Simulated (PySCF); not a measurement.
# C3H8S2Si: electronic excitations at several levels of theory, part 1 of 2

How much do the electronic excitations of C3H8S2Si (`CS/C=C\S[SiH3]`) depend on the level of theory, and what does each level cost?

Computed with PySCF 2.14.0, with density-fitted response routines of our own, on a single molecule in the gas phase. Atoms are numbered from 0 throughout.

## Step 1: Starting geometry

14 atoms, charge 0, multiplicity 1; geometry from: GFN2-xTB.

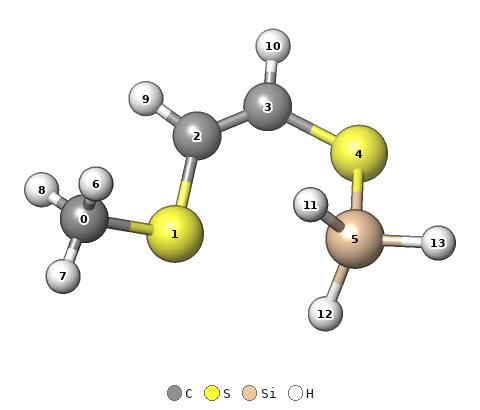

The starting geometry (carbon grey, sulfur yellow, silicon light orange, hydrogen white), atoms numbered; sticks join atoms by distance.

## Step 2: Relaxing the molecule at PBE0-D3(BJ)/def2-SVP

What the job is given:

```
{"job": {"xc": "PBE0", "basis": "def2-SVP", "d3": "d3bj", "grid": 1, "kind": "geom"}, "charge": 0, "multiplicity": 1}
C     -2.336702    -0.005074    -0.778757
S     -0.794270     0.950395    -0.639876
C     -0.517572     0.784110     1.085536
C      0.653170     0.871164     1.708331
S      2.251313     1.119461     1.038932
Si     2.291724     0.073649    -0.851830
H     -2.155540    -1.036941    -0.491722
H     -2.638642     0.044726    -1.819614
H     -3.100364     0.442810    -0.148994
H     -1.422869     0.633625     1.654100
H      0.683473     0.830209     2.786607
H      1.522041    -1.152212    -0.692761
H      1.846462     0.936048    -1.933125
H      3.717099    -0.212416    -0.938992
```

The program printed:

```text
step   0  E = -1204.03182154  max force = 0.015214
step   1  E = -1204.03621092  max force = 0.001927
step   2  E = -1204.03629843  max force = 0.001942
step   3  E = -1204.03624131  max force = 0.004790
step   4  E = -1204.03669260  max force = 0.001930
step   5  E = -1204.03677877  max force = 0.001161
step   6  E = -1204.03688839  max force = 0.000623
step   7  E = -1204.03690927  max force = 0.000536
step   8  E = -1204.03692315  max force = 0.000629
step   9  E = -1204.03694773  max force = 0.000409
step  10  E = -1204.03697159  max force = 0.000260
step  11  E = -1204.03697805  max force = 0.000259
optimisation converged
```

Run time: 95 s. Hardware: 1 thread, shared host.

Along the way: (the energy doesn't fall at every step)

```tsv
step	energy from step 0 (eV)	largest force component (eV/Å)
0	0.0000	0.7823
1	-0.1194	0.0991
2	-0.1218	0.0999
3	-0.1203	0.2463
4	-0.1325	0.0992
5	-0.1349	0.0597
6	-0.1379	0.0320
7	-0.1384	0.0276
8	-0.1388	0.0323
9	-0.1395	0.0210
10	-0.1401	0.0134
11	-0.1403	0.0133
```

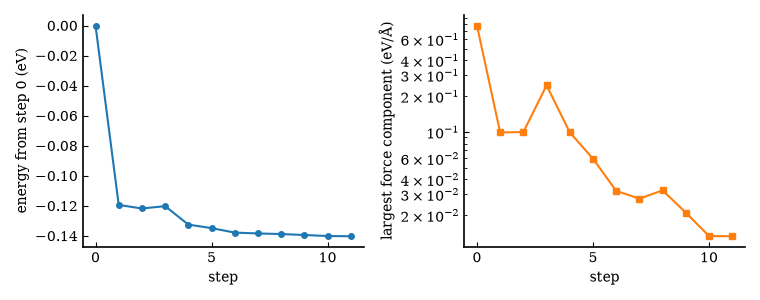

Energy and largest force along the relaxation.

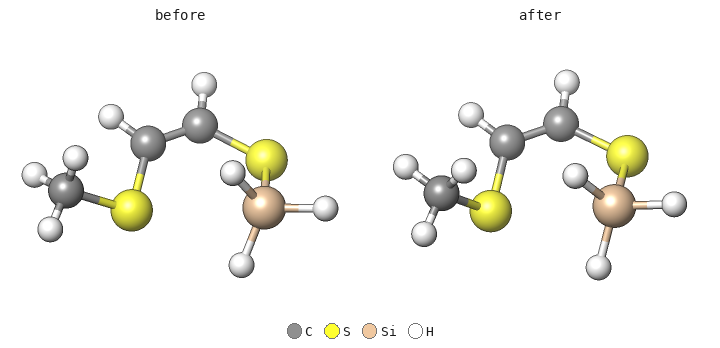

Before and after, at one scale.

Close pairs (by a distance rule), those that changed most:

```tsv
bond	before (Å)	after (Å)	change (Å)
Si5–H13	1.456	1.497	+0.041
Si5–H11	1.456	1.492	+0.036
Si5–H12	1.453	1.487	+0.034
C2–H9	1.080	1.096	+0.016
C3–H10	1.079	1.095	+0.016
C0–H7	1.085	1.099	+0.014
C0–H6	1.086	1.100	+0.014
C0–H8	1.086	1.100	+0.013
```

The next job starts from the end point, and lists it.

```tsv
at the end point	value
point group (found at 0.08 Å tolerance)	C1
rotational constants (GHz, main isotopes)	2.786, 1.308, 0.982
dipole moment (D)	2.73
```

## Step 3: Excited states and response: HF/def2-SVPD

What the job is given:

```
{"job": {"kind": "uv", "xc": "HF", "basis": "def2-SVPD", "ip": true}, "charge": 0, "multiplicity": 1}
C     -2.021664    -0.052135    -0.853523
S     -0.869123     1.285742    -0.466914
C     -0.595134     1.004996     1.240527
C      0.623894     0.951244     1.799662
S      2.214985     0.974520     1.059794
Si     2.010932     0.001033    -0.869195
H     -1.526328    -1.031198    -0.778808
H     -2.360190     0.109001    -1.886260
H     -2.894864    -0.020931    -0.185646
H     -1.479739     0.949832     1.885042
H      0.690587     0.898096     2.891720
H      1.071485    -1.156487    -0.802495
H      1.731639     0.893815    -2.025569
H      3.403059    -0.525870    -1.028297
```

Level: TDDFT HF/def2-SVPD, vertical, gas phase, core orbitals frozen in the response.

The program printed:

```text
final grid: 112024 points
cycle   1  E = -1201.7311314636  dE =  7.373e-01  |g| = 4.587e-01  |ddm| = 4.851e+00
cycle   2  E = -1201.8084118652  dE = -7.728e-02  |g| = 2.036e-01  |ddm| = 1.419e+00
cycle   3  E = -1201.8211983638  dE = -1.279e-02  |g| = 6.560e-02  |ddm| = 8.147e-01
cycle   4  E = -1201.8232720311  dE = -2.074e-03  |g| = 1.372e-02  |ddm| = 2.309e-01
cycle   5  E = -1201.8233822075  dE = -1.102e-04  |g| = 5.518e-03  |ddm| = 6.751e-02
cycle   6  E = -1201.8234030057  dE = -2.080e-05  |g| = 1.826e-03  |ddm| = 2.029e-02
cycle   7  E = -1201.8234061262  dE = -3.120e-06  |g| = 4.815e-04  |ddm| = 9.576e-03
cycle   8  E = -1201.8234063216  dE = -1.955e-07  |g| = 1.693e-04  |ddm| = 2.805e-03
cycle   9  E = -1201.8234063376  dE = -1.599e-08  |g| = 5.622e-05  |ddm| = 7.028e-04
cycle  10  E = -1201.8234063398  dE = -2.185e-09  |g| = 1.911e-05  |ddm| = 2.457e-04
cycle  11  E = -1201.8234063401  dE = -3.329e-10  |g| = 6.428e-06  |ddm| = 1.049e-04
converged SCF energy = -1201.8234063401

Static polarisability (au): isotropic 102.560, principal 79.176 101.980 126.523

Singlet excitations
state   eV       nm        f      main configurations
  1   5.5872    221.9   0.16519   H->L+4 0.23, H->L 0.18, H->L+2 0.16
  2   6.1124    202.8   0.07129   H->L+1 0.27, H->L+5 0.11, H->L 0.10
  3   6.6105    187.6   0.02074   H->L+1 0.43, H->L+2 0.15
  4   6.6479    186.5   0.06235   H-1->L 0.16, H-1->L+4 0.11, H->L+7 0.10
  5   7.0016    177.1   0.02531   H->L 0.20, H->L+4 0.18, H->L+5 0.13
  6   7.1929    172.4   0.02901   H->L+3 0.35, H->L+5 0.15, H->L+2 0.13
  7   7.3064    169.7   0.03261   H->L+3 0.25, H->L+4 0.16, H->L+5 0.11
  8   7.4450    166.5   0.00317   H-1->L+1 0.13, H-1->L+2 0.12, H-1->L+8 0.10
  9   7.7815    159.3   0.00158   H->L+6 0.60
 10   7.9612    155.7   0.03063   H->L+7 0.29, H-1->L+3 0.09

Triplet excitations (Tamm-Dancoff, eV): 3.2233 5.5282 5.8663 6.2215
Vertical ionisation energy (delta-SCF) = 7.6326 eV
```

It took 24 s on 1 thread, shared host.

The orbitals next to the gap, with their largest atomic shares:

```tsv
orbital	eV	atoms
HOMO−3	-12.12	S4 31 %, S1 22 %, Si5 11 %
HOMO−2	-11.34	S4 47 %, C3 14 %, S1 11 %
HOMO−1	-10.19	S1 39 %, S4 20 %, C2 10 %
HOMO	-8.62	S4 29 %, S1 24 %, C2 18 %
LUMO	2.21	S1 48 %, Si5 11 %, H7 8 %
LUMO+1	2.42	S4 39 %, S1 23 %, Si5 7 %
LUMO+2	2.47	Si5 33 %, S4 25 %, S1 11 %
```

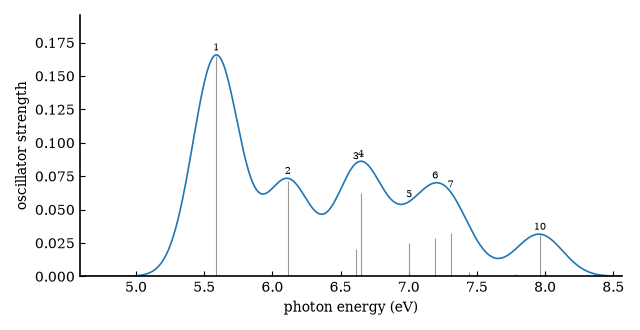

Absorption spectrum from the 10 singlet states computed; above the last one it falls off for lack of states. Lines are broadened to a width of 0.40 eV (Gaussian).

Ground-state properties from the same run:

```tsv
property	computed
dipole moment (D)	2.84
polarisability (Å³)	15.20
HOMO–LUMO gap (eV)	10.83
−ε(HOMO) (eV)	8.62
```

## Step 4: Excited states and response: LDA/def2-SVPD

Settings changed since step 3:

```diff
@@ -1,2 +1,2 @@
-{"job": {"kind": "uv", "xc": "HF", "basis": "def2-SVPD", "ip": true}, "charge": 0, "multiplicity": 1}
+{"job": {"kind": "uv", "xc": "LDA", "basis": "def2-SVPD", "ip": true}, "charge": 0, "multiplicity": 1}
 C     -2.021664    -0.052135    -0.853523
```

With the program's defaults for keys left out, this is: TDDFT LDA/def2-SVPD, vertical, gas phase, core orbitals frozen in the response.

The program printed:

```text
coarse grid: 13096 points
cycle   1  E = -1199.3843790502  dE =  3.184e-01  |g| = 3.943e-01  |ddm| = 5.586e+00
cycle   2  E = -1199.3318108139  dE =  5.257e-02  |g| = 5.840e-01  |ddm| = 1.635e+00
cycle   3  E = -1199.4254990447  dE = -9.369e-02  |g| = 1.173e-01  |ddm| = 1.247e+00
cycle   4  E = -1199.4293285117  dE = -3.829e-03  |g| = 5.384e-02  |ddm| = 3.854e-01
cycle   5  E = -1199.4301111946  dE = -7.827e-04  |g| = 1.882e-02  |ddm| = 1.037e-01
cycle   6  E = -1199.4301983735  dE = -8.718e-05  |g| = 7.995e-03  |ddm| = 3.825e-02
cycle   7  E = -1199.4302158302  dE = -1.746e-05  |g| = 2.082e-03  |ddm| = 1.450e-02
cycle   8  E = -1199.4302170002  dE = -1.170e-06  |g| = 6.284e-04  |ddm| = 5.296e-03
final grid: 112024 points
cycle   9  E = -1199.5797127532  dE = -3.077e-05  |g| = 2.550e-03  |ddm| = 1.237e-01
cycle  10  E = -1199.5797092721  dE =  3.481e-06  |g| = 4.298e-03  |ddm| = 1.375e-02
cycle  11  E = -1199.5797143607  dE = -5.089e-06  |g| = 8.838e-04  |ddm| = 1.057e-02
cycle  12  E = -1199.5797146044  dE = -2.436e-07  |g| = 2.307e-04  |ddm| = 2.279e-03
cycle  13  E = -1199.5797146189  dE = -1.455e-08  |g| = 6.165e-05  |ddm| = 5.025e-04
cycle  14  E = -1199.5797146200  dE = -1.132e-09  |g| = 1.875e-05  |ddm| = 1.450e-04
cycle  15  E = -1199.5797146201  dE = -9.049e-11  |g| = 7.034e-06  |ddm| = 5.538e-05
converged SCF energy = -1199.5797146201

Static polarisability (au): isotropic 115.428, principal 86.581 116.858 142.845

Singlet excitations
state   eV       nm        f      main configurations
  1   4.0061    309.5   0.06312   H->L 0.90
  2   4.4749    277.1   0.01833   H->L+1 0.94
  3   4.7264    262.3   0.00685   H->L+2 0.56, H-1->L 0.42
  4   4.7951    258.6   0.03464   H-1->L 0.48, H->L+2 0.40
  5   5.1637    240.1   0.00796   H->L+3 0.90
  6   5.2960    234.1   0.01400   H->L+4 0.92
  7   5.4231    228.6   0.02035   H-1->L+1 0.93
  8   5.6731    218.5   0.00168   H-1->L+2 0.82, H->L+5 0.10
  9   5.7430    215.9   0.00432   H->L+5 0.75, H-1->L+2 0.14
 10   5.8630    211.5   0.01683   H->L+6 0.90

Triplet excitations (Tamm-Dancoff, eV): 3.2967 4.2950 4.3576 4.5598
Vertical ionisation energy (delta-SCF) = 7.9701 eV
Vertical electron affinity (delta-SCF) = -0.4949 eV
```

Run time: 97 s. Hardware: 1 thread, shared host.

In short: HOMO -5.35 eV, LUMO -1.81 eV; lowest singlet 4.01 eV.

(Continued in part 2 of 2.)
